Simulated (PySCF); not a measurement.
# AsH: from the state search to spectroscopic constants, part 2 of 2

PySCF 2.14.0; As 6-311G(d,p), H 6-311G(d,p); no relativity. The steps go on from the part before.

**9. TPSSh**

The SCF at the reference distance, 1.532 Å, printed:

```text
******** <class 'pyscf.dft.uks_symm.SymAdaptedUKS'> ********
method = SymAdaptedUKS
initial guess = minao
damping factor = 0
level_shift factor = 0
DIIS = <class 'pyscf.scf.diis.CDIIS'>
diis_start_cycle = 1
diis_space = 10
diis_damp = 0
SCF conv_tol = 1e-09
SCF conv_tol_grad = None
SCF max_cycles = 60
direct_scf = False
max_memory 909 MB (current use 310 MB)
number electrons alpha = 18  beta = 16
XC library pyscf.dft.libxc version 7.0.0
    S. Lehtola, C. Steigemann, M. J.T. Oliveira, and M. A.L. Marques.,  SoftwareX 7, 1–5 (2018)
XC functionals = TPSSH
    V. N. Staroverov, G. E. Scuseria, J. Tao, and J. P. Perdew.,  J. Chem. Phys. 119, 12129 (2003)
small_rho_cutoff = 0
Set gradient conv threshold to 3.16228e-05
init E= -2236.33256817198
cycle= 1 E= -2236.33290471937  delta_E= -0.000337  |g|= 0.0478  |ddm|= 0.0519
cycle= 2 E= -2236.33280010143  delta_E= 0.000105  |g|= 0.0568  |ddm|= 0.036
cycle= 3 E= -2236.33315776843  delta_E= -0.000358  |g|= 0.000307  |ddm|= 0.0212
cycle= 4 E= -2236.33315782503  delta_E= -5.66e-08  |g|= 0.000148  |ddm|= 0.00078
cycle= 5 E= -2236.33315783874  delta_E= -1.37e-08  |g|= 5.11e-05  |ddm|= 0.0003
cycle= 6 E= -2236.33315784161  delta_E= -2.87e-09  |g|= 1.67e-05  |ddm|= 9.81e-05
cycle= 7 E= -2236.333157842  delta_E= -3.9e-10  |g|= 4.78e-06  |ddm|= 3.52e-05
Extra cycle  E= -2236.33315784204  delta_E= -3.09e-11  |g|= 4.29e-06  |ddm|= 1.03e-05
converged SCF energy = -2236.33315784204  <S^2> = 2.0056226  2S+1 = 3.003746
```

Re = 1.533 Å, ωe = 2161 cm⁻¹, ωexe = 34.6 cm⁻¹, αe = 0.195 cm⁻¹, Be = 7.217 cm⁻¹, De = 3.04 eV, μ = 0.27 D.

**10. MN15 (hybrid meta-GGA)**

Output of the SCF at 1.532 Å:

```text
******** <class 'pyscf.dft.uks_symm.SymAdaptedUKS'> ********
method = SymAdaptedUKS
initial guess = minao
damping factor = 0
level_shift factor = 0
DIIS = <class 'pyscf.scf.diis.CDIIS'>
diis_start_cycle = 1
diis_space = 10
diis_damp = 0
SCF conv_tol = 1e-09
SCF conv_tol_grad = None
SCF max_cycles = 60
direct_scf = False
max_memory 909 MB (current use 310 MB)
number electrons alpha = 18  beta = 16
XC library pyscf.dft.libxc version 7.0.0
    S. Lehtola, C. Steigemann, M. J.T. Oliveira, and M. A.L. Marques.,  SoftwareX 7, 1–5 (2018)
XC functionals = MN15
    H. S. Yu, X. He, S. L. Li, and D. G. Truhlar.,  Chem. Sci. 7, 5032-5051 (2016)
    H. S. Yu, X. He, S. L. Li, and D. G. Truhlar.,  Chem. Sci. 7, 5032-5051 (2016)
small_rho_cutoff = 0
Set gradient conv threshold to 3.16228e-05
init E= -2236.70312518138
cycle= 1 E= -2236.76683384361  delta_E= -0.0637  |g|= 0.19  |ddm|= 0.264
cycle= 2 E= -2236.76610709342  delta_E= 0.000727  |g|= 0.192  |ddm|= 0.101
cycle= 3 E= -2236.76966457676  delta_E= -0.00356  |g|= 0.0121  |ddm|= 0.0628
cycle= 4 E= -2236.76968085375  delta_E= -1.63e-05  |g|= 0.000505  |ddm|= 0.005
cycle= 5 E= -2236.76968117023  delta_E= -3.16e-07  |g|= 0.000189  |ddm|= 0.00121
cycle= 6 E= -2236.76968123148  delta_E= -6.12e-08  |g|= 5.02e-05  |ddm|= 0.000525
cycle= 7 E= -2236.76968123642  delta_E= -4.94e-09  |g|= 8.04e-06  |ddm|= 0.000167
cycle= 8 E= -2236.76968123655  delta_E= -1.28e-10  |g|= 1.63e-06  |ddm|= 3.11e-05
Extra cycle  E= -2236.76968123655  delta_E= -9.09e-13  |g|= 7.82e-07  |ddm|= 3.5e-06
converged SCF energy = -2236.76968123655  <S^2> = 2.006803  2S+1 = 3.0045319
```

Re = 1.519 Å, ωe = 2203 cm⁻¹, ωexe = 36.8 cm⁻¹, αe = 0.204 cm⁻¹, Be = 7.342 cm⁻¹, De = 2.87 eV, μ = 0.25 D.

**11. UHF (mean field)**

Log of the SCF at 1.532 Å:

```text
******** <class 'pyscf.scf.uhf_symm.SymAdaptedUHF'> ********
method = SymAdaptedUHF
initial guess = minao
damping factor = 0
level_shift factor = 0
DIIS = <class 'pyscf.scf.diis.CDIIS'>
diis_start_cycle = 1
diis_space = 10
diis_damp = 0
SCF conv_tol = 1e-09
SCF conv_tol_grad = None
SCF max_cycles = 60
direct_scf = False
max_memory 909 MB (current use 310 MB)
number electrons alpha = 18  beta = 16
Overwritten attributes  get_jk get_hcore get_k get_occ get_j  of <class 'pyscf.scf.uhf_symm.SymAdaptedUHF'>
<class 'pyscf.scf.uhf_symm.SymAdaptedUHF'> does not have attributes  refdm
Set gradient conv threshold to 3.16228e-05
init E= -2234.70954881409
cycle= 1 E= -2234.72042747363  delta_E= -0.0109  |g|= 0.0744  |ddm|= 0.137
cycle= 2 E= -2234.72105968176  delta_E= -0.000632  |g|= 0.0418  |ddm|= 0.0527
cycle= 3 E= -2234.72126822867  delta_E= -0.000209  |g|= 0.00615  |ddm|= 0.0136
cycle= 4 E= -2234.72130111974  delta_E= -3.29e-05  |g|= 0.00168  |ddm|= 0.011
cycle= 5 E= -2234.72130729902  delta_E= -6.18e-06  |g|= 0.000482  |ddm|= 0.00572
cycle= 6 E= -2234.72130797964  delta_E= -6.81e-07  |g|= 0.000224  |ddm|= 0.00182
cycle= 7 E= -2234.72130818112  delta_E= -2.01e-07  |g|= 9.74e-05  |ddm|= 0.000975
cycle= 8 E= -2234.72130822178  delta_E= -4.07e-08  |g|= 2.05e-05  |ddm|= 0.000567
cycle= 9 E= -2234.7213082227  delta_E= -9.24e-10  |g|= 3.62e-06  |ddm|= 7.85e-05
Extra cycle  E= -2234.72130822272  delta_E= -1.82e-11  |g|= 1.86e-06  |ddm|= 7.42e-06
converged SCF energy = -2234.72130822272  <S^2> = 2.0184107  2S+1 = 3.0122488
```

Re = 1.516 Å, ωe = 2287 cm⁻¹, ωexe = 35.5 cm⁻¹, αe = 0.187 cm⁻¹, Be = 7.375 cm⁻¹, De = 1.87 eV, μ = 0.38 D. 2.1 s of CPU time for 12 points, integrals apart.

**12. Correlated methods on the Hartree–Fock reference**

Reference: UHF; core orbitals frozen: 9; virtual orbitals above 20 hartree dropped in coupled cluster: 5. MP2 keeps all virtuals, so it differs from the MP2 energy in the coupled-cluster log.

Output of the coupled-cluster run at 1.532 Å:

```text
******** <class 'pyscf.cc.uccsd.UCCSD'> ********
CC2 = 0
CCSD nocc = (np.int64(9), np.int64(7)), nmo = (36, 36)
frozen orbitals [[0, 1, 2, 3, 4, 5, 6, 7, 8, 45, 46, 47, 48, 49], [0, 1, 2, 3, 4, 5, 6, 7, 8, 45, 46, 47, 48, 49]]
max_cycle = 80
direct = 0
conv_tol = 1e-07
conv_tol_normt = 1e-05
diis_space = 8
diis_start_cycle = 0
diis_start_energy_diff = 1e+09
max_memory 909 MB (current use 364 MB)
Init t2, MP2 energy = -0.222294364602915
Init E_corr(UCCSD) = -0.222294364606218
cycle = 1  E_corr(UCCSD) = -0.222108195195044  dE = 0.000186169411  norm(t1,t2) = 0.057856
cycle = 2  E_corr(UCCSD) = -0.229670288126662  dE = -0.00756209293  norm(t1,t2) = 0.0200845
cycle = 3  E_corr(UCCSD) = -0.230381277388275  dE = -0.000710989262  norm(t1,t2) = 0.00920116
cycle = 4  E_corr(UCCSD) = -0.231286561418586  dE = -0.00090528403  norm(t1,t2) = 0.00311145
cycle = 5  E_corr(UCCSD) = -0.231193918882059  dE = 9.26425365e-05  norm(t1,t2) = 0.000888199
cycle = 6  E_corr(UCCSD) = -0.231186660762259  dE = 7.2581198e-06  norm(t1,t2) = 0.000240146
cycle = 7  E_corr(UCCSD) = -0.231195550707721  dE = -8.88994546e-06  norm(t1,t2) = 8.17397e-05
cycle = 8  E_corr(UCCSD) = -0.231193935218693  dE = 1.61548903e-06  norm(t1,t2) = 3.12618e-05
cycle = 9  E_corr(UCCSD) = -0.231193865786734  dE = 6.94319595e-08  norm(t1,t2) = 1.1151e-05
cycle = 10  E_corr(UCCSD) = -0.23119409419355  dE = -2.28406816e-07  norm(t1,t2) = 5.13136e-06
cycle = 11  E_corr(UCCSD) = -0.231193976196739  dE = 1.17996811e-07  norm(t1,t2) = 1.8294e-06
cycle = 12  E_corr(UCCSD) = -0.231194024222314  dE = -4.80255752e-08  norm(t1,t2) = 5.38663e-07
UCCSD converged
E(UCCSD) = -2234.952502246944  E_corr = -0.2311940242223142
UCCSD(T) correction = -0.00523662621552483
```

Correlation energy (eV) along the bond:

| R (Å) | MP2 | SCS-MP2 | CCSD | CCSD(T) | T1 |
| --- | --- | --- | --- | --- | --- |
| 1.317 | -6.086 | -5.610 | n/a | n/a | n/a |
| 1.379 | -6.072 | -5.602 | -6.282 | -6.420 | 0.010 |
| 1.440 | -6.063 | -5.598 | -6.282 | -6.422 | 0.010 |
| 1.486 | -6.058 | -5.597 | -6.285 | -6.426 | 0.010 |
| 1.532 | -6.056 | -5.598 | -6.291 | -6.434 | 0.010 |
| 1.578 | -6.055 | -5.601 | -6.299 | -6.444 | 0.010 |
| 1.639 | -6.057 | -5.607 | -6.314 | -6.461 | 0.010 |
| 1.716 | -6.062 | -5.616 | -6.337 | -6.488 | 0.010 |
| 1.808 | -6.069 | -5.625 | -6.371 | -6.527 | 0.012 |
| 1.930 | -6.035 | -5.578 | n/a | n/a | n/a |

UHF-MP2: Re = 1.514 Å, ωe = 2246 cm⁻¹, ωexe = 36.9 cm⁻¹, αe = 0.201 cm⁻¹, Be = 7.400 cm⁻¹, De = 2.44 eV.

UHF-SCS-MP2: Re = 1.518 Å, ωe = 2229 cm⁻¹, ωexe = 35.3 cm⁻¹, αe = 0.200 cm⁻¹, Be = 7.359 cm⁻¹, De = 2.54 eV.

UHF-CCSD: Re = 1.524 Å, ωe = 2175 cm⁻¹, ωexe = 41.2 cm⁻¹, αe = 0.215 cm⁻¹, Be = 7.302 cm⁻¹, De = 2.58 eV.

UHF-CCSD(T): Re = 1.526 Å, ωe = 2158 cm⁻¹, ωexe = 42.2 cm⁻¹, αe = 0.219 cm⁻¹, Be = 7.282 cm⁻¹, De = 2.61 eV.

**13. All curves**

Energy (eV) from each level's lowest point:

| R (Å) | UHF | UHF-MP2 | UHF-SCS-MP2 | UHF-CCSD | UHF-CCSD(T) | PBE | PBEsol | r²SCAN | TPSSh | PBE0 | MN15 |
| --- | --- | --- | --- | --- | --- | --- | --- | --- | --- | --- | --- |
| 1.317 | 0.516 | 0.487 | 0.505 | n/a | n/a | 0.607 | 0.598 | 0.541 | 0.561 | 0.559 | 0.505 |
| 1.379 | 0.222 | 0.205 | 0.218 | 0.230 | 0.235 | 0.292 | 0.286 | 0.246 | 0.258 | 0.256 | 0.220 |
| 1.440 | 0.060 | 0.053 | 0.060 | 0.069 | 0.072 | 0.105 | 0.102 | 0.077 | 0.085 | 0.083 | 0.062 |
| 1.486 | 0.007 | 0.004 | 0.008 | 0.012 | 0.014 | 0.030 | 0.029 | 0.017 | 0.020 | 0.019 | 0.009 |
| 1.532 | 0.000 | 0.000 | 0.000 | 0.000 | 0.000 | 0.000 | 0.000 | 0.000 | 0.000 | 0.000 | 0.000 |
| 1.578 | 0.031 | 0.032 | 0.028 | 0.023 | 0.021 | 0.006 | 0.007 | 0.019 | 0.016 | 0.018 | 0.026 |
| 1.639 | 0.118 | 0.117 | 0.110 | 0.096 | 0.091 | 0.058 | 0.062 | 0.089 | 0.083 | 0.086 | 0.105 |
| 1.716 | 0.282 | 0.276 | 0.264 | 0.236 | 0.228 | 0.176 | 0.183 | 0.228 | 0.219 | 0.225 | 0.254 |
| 1.808 | 0.531 | 0.518 | 0.504 | 0.452 | 0.438 | 0.372 | 0.382 | 0.447 | 0.436 | 0.446 | 0.482 |
| 1.930 | 0.892 | 0.912 | 0.912 | n/a | n/a | 0.684 | 0.699 | 0.788 | 0.775 | 0.792 | 0.833 |

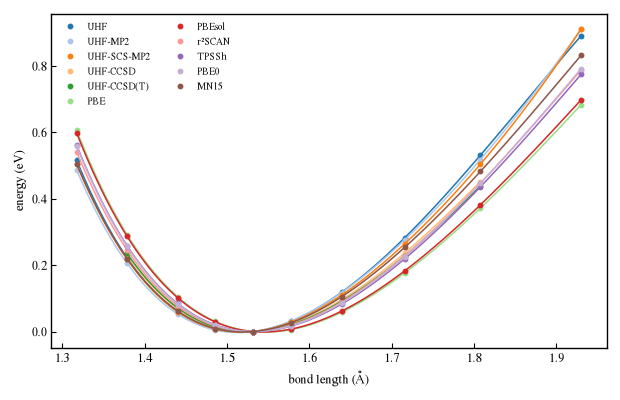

All levels on one scale; every curve starts from its own lowest point. Far from equilibrium a single determinant need not separate into the right atoms, and MP2 on it can jump.

The whole job (state search and all levels along the bond) took 2.9 min on 1 thread of Arm Neoverse N1 (shared host), peak memory 0.57 GiB.

**14. What came out**

What follows sums up all 2 parts.

Lowest PBE0 solution found, without spin–orbit coupling: ³Σ⁻ (triplet), unpaired electrons π ↑↑. State 2 has its PBE0 minimum 0.39 eV higher, as a spin-mixed determinant (⟨S²⟩ = 1.01), so this is no gap between pure states. State 3 has its PBE0 minimum 1.49 eV higher. The other levels ran on the lowest alone.

| level | Re (Å) | ωe (cm⁻¹) | De (eV) | μ (D) |
| --- | --- | --- | --- | --- |
| UHF | 1.516 | 2287 | 1.87 | 0.38 |
| UHF-MP2 | 1.514 | 2246 | 2.44 | n/a |
| UHF-SCS-MP2 | 1.518 | 2229 | 2.54 | n/a |
| UHF-CCSD | 1.524 | 2175 | 2.58 | n/a |
| UHF-CCSD(T) | 1.526 | 2158 | 2.61 | n/a |
| PBE | 1.547 | 2088 | 2.93 | 0.23 |
| PBEsol | 1.544 | 2098 | 3.07 | 0.29 |
| r²SCAN | 1.529 | 2167 | 2.97 | 0.33 |
| TPSSh | 1.533 | 2161 | 3.04 | 0.27 |
| PBE0 | 1.531 | 2175 | 2.87 | 0.30 |
| MN15 | 1.519 | 2203 | 2.87 | 0.25 |

De is counted to As + H in their ground configurations. A positive dipole means As(−)H(+).

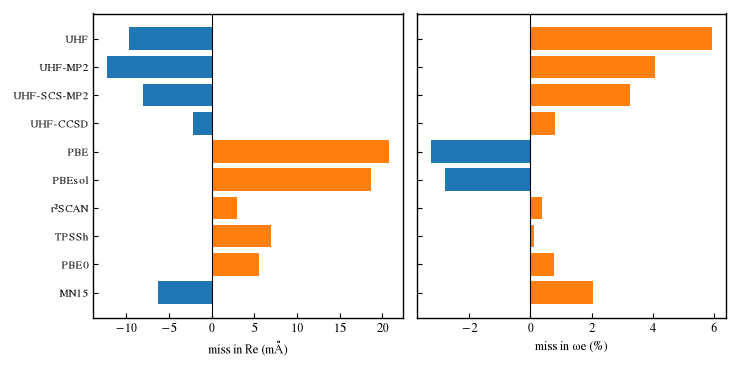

How far each level lies from CCSD(T) in the same basis.

Time per point (s) on 1 thread of Arm Neoverse N1, shared host (CPU time, shared integrals of 0.13 s apart; correlated levels include their reference; CCSD comes with the CCSD(T) run); the times are rough: UHF 0.17, UHF-MP2 0.32, UHF-SCS-MP2 0.32, PBE 0.83, PBEsol 0.59, r²SCAN 1.2, TPSSh 1.4, PBE0 1.3, MN15 1.3; the reference 5.1.

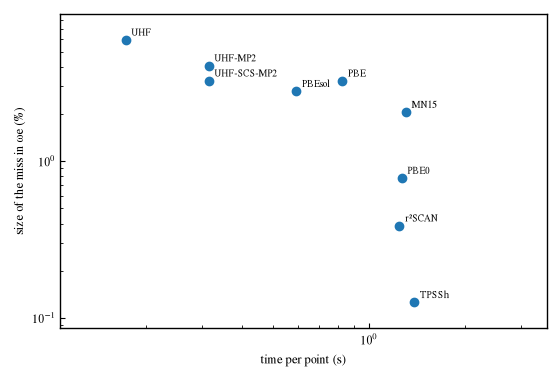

Miss in the wavenumber against time per point.

Cheap and still within 10 mÅ and 2.5 % of CCSD(T): r²SCAN (1.2 s), TPSSh (1.4 s), PBE0 (1.3 s), MN15 (1.3 s), against 5.1 s for the dearest run.

In words: Against CCSD(T) in the same basis, the bond length is nearest at UHF-CCSD (-2 mÅ) and farthest at PBE (+21 mÅ); the wavenumber is nearest at TPSSh (+0.1 %) and farthest at UHF (+6.0 %). Hartree–Fock falls on the short and stiff side, its usual fault. PBE has the long and soft bond that GGAs tend to give. CCSD(T) in a basis this small is itself some way from its limit, more so than the functionals. Among the levels with a De in the table, it runs from 1.87 eV (UHF) to 3.07 eV (PBEsol).

Correlated steps freeze 9 core orbitals.
